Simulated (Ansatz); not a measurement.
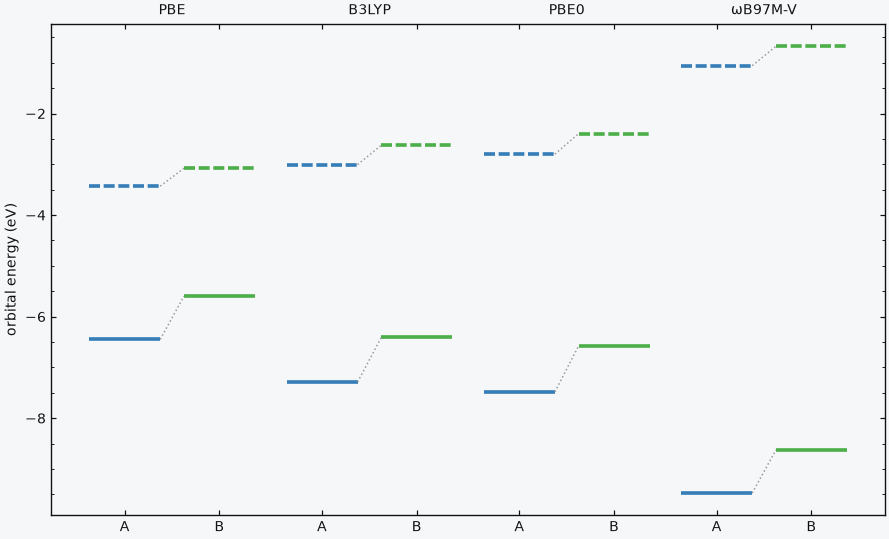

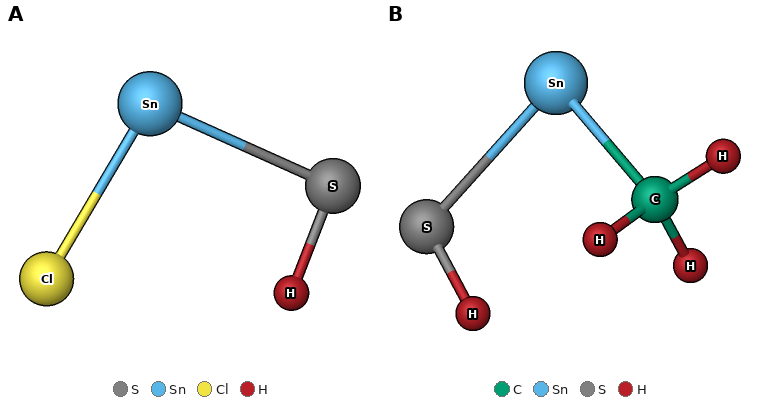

One change: A, SnHSCl (SMILES [SH][Sn][Cl]), becomes B, CH₄SSn (SMILES [CH3][Sn][SH]). Cl on Sn is replaced by CH₃. HOMO (solid) and LUMO (dashed) computed in def2-TZVPP at PBE0-D4/def2-TZVP geometries, both minima by their frequencies, gas phase, the Ansatz code 0.2.0.

**What does the change do to HOMO and LUMO?**

PBE: the HOMO rises by 0.85 eV, the LUMO rises by 0.35 eV, and the separation goes from 3.02 to 2.52 eV. B3LYP: the HOMO rises by 0.88 eV, the LUMO rises by 0.38 eV, and the separation goes from 4.28 to 3.78 eV. PBE0: the HOMO rises by 0.91 eV, the LUMO rises by 0.40 eV, and the separation goes from 4.68 to 4.18 eV. ωB97M-V: the HOMO rises by 0.85 eV, the LUMO rises by 0.38 eV, and the separation goes from 8.42 to 7.95 eV.

**Do the functionals agree on the effect?**

They agree on the direction for both levels; the HOMO shift lies between 0.85 and 0.91 eV and the LUMO shift between 0.35 and 0.40 eV, while the separations themselves differ by up to 5.4 eV between functionals.

Caveats: core potentials past krypton; spin-orbit coupling is left out, and with Sn it can shift these values.
